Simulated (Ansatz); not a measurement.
Hypothetical P-6m2 GaN: response to strain

Consider GaN (space group P-6m2, No. 187; a hypothetical phase, not in the database extracts checked; relaxed with 0.1 eV smearing).

```
CELL_PARAMETERS angstrom
      2.97938     0.00000     0.00000
     -1.48969     2.58022     0.00000
      0.00000     0.00000     2.68677
ATOMIC_POSITIONS crystal
  Ga 0.00000 0.00000 0.00000
  N  0.33333 0.66667 0.50000
```

Cartesian axes are those of the cell as printed.

Strains are applied to the cell and any free atomic positions relax; under biaxial strain the out-of-plane vector relaxes too.

All numbers come from PBE (Ansatz, a quantum-chemistry and plane-wave program, PAW, no SOC).

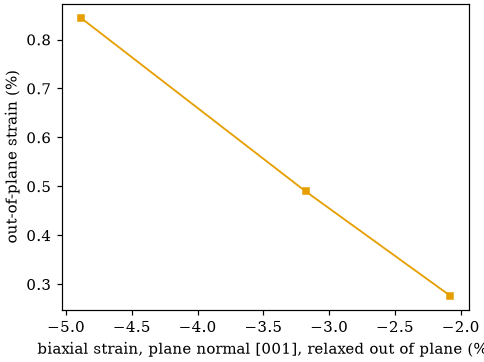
*Out-of-plane strain against biaxial strain, plane normal [001], relaxed out of plane*

Q: From the plot, what is the out-of-plane strain for biaxial strain −4.89 %, plane normal [001], relaxed out of plane?

A: About 0.84 %.

Q: Is the trend monotonic over the range shown?

A: Yes, it falls throughout, spanning +0.28 % to +0.84 %.

Whether these cells are dynamically stable was not tested. The final runs are not spin-polarised.
